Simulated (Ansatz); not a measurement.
The calculation's input:

```
crystal:
  periodic: [false, false, false]
  atoms:
    - { symbol: Sn, position_ang: [0.0, 0.0, 0.0] }
    - { symbol: Cl, position_ang: [0.0, 0.0, 2.41] }
    - { symbol: O, position_ang: [1.8483, 0.0, -0.6527] }
    - { symbol: H, position_ang: [2.1646, -0.9521, -0.7693] }
    - { symbol: O, position_ang: [-0.9232, 1.5994, -0.6527] }
    - { symbol: H, position_ang: [-1.881, 1.3686, -0.8751] }
    - { symbol: O, position_ang: [-0.9232, -1.5994, -0.6527] }
    - { symbol: H, position_ang: [-1.3778, -2.065, 0.1197] }
basis:
  gaussian: { orbitals: def2-SVP }
hamiltonian:
  xc: pbe0
relax:
  f_tol: 0.02
  max_steps: 40
output:
  orbitals: {}
```

Launched as:

```sh
ansatz run input.yaml --threads 2 --pin off --max-ram 3072MiB --backend cpu --events-out ev --progress --plain --runs-dir out
```

The fields are those of the run's last geometry, not of the input's.

Core potentials replace the inner electrons of Sn.

Theory: Ansatz 0.2.0, RKS PBE0/def2-SVP.

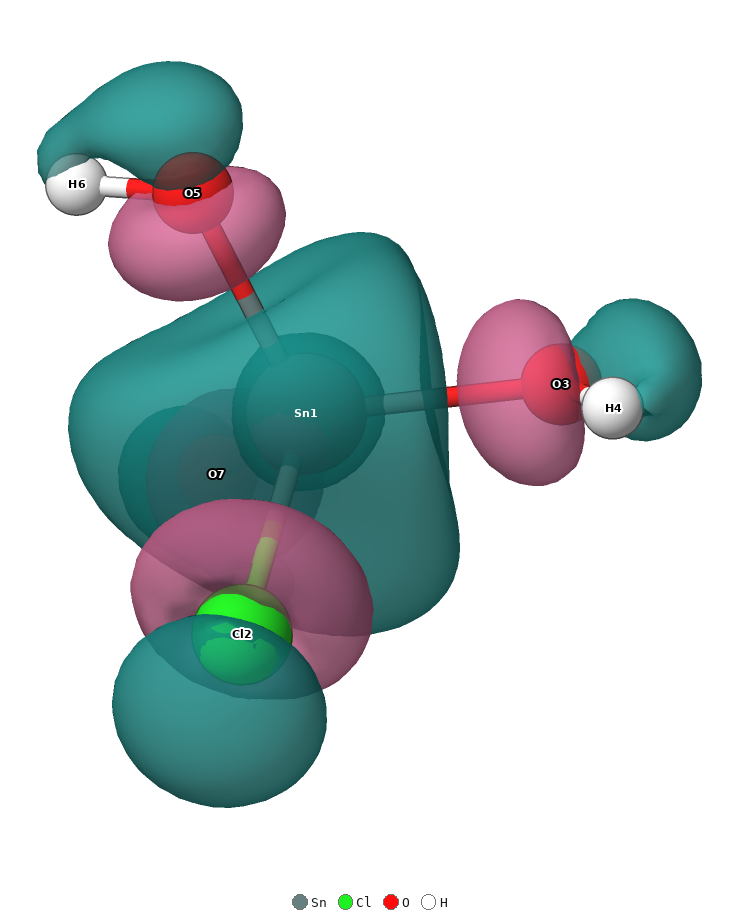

ClH$_{3}$O$_{3}$Sn. One frontier orbital at ±0.1 Å⁻³ᐟ² (teal and pink are the two phases), seen at an oblique angle.

Which orbital is it: HOMO or LUMO?

The LUMO, at −2.02 eV. It lies mainly on Sn1 (about 40 %), Cl2 (about 20 %), O3 (about 10 %), O7 (about 10 %) and O5 (about 10 %).
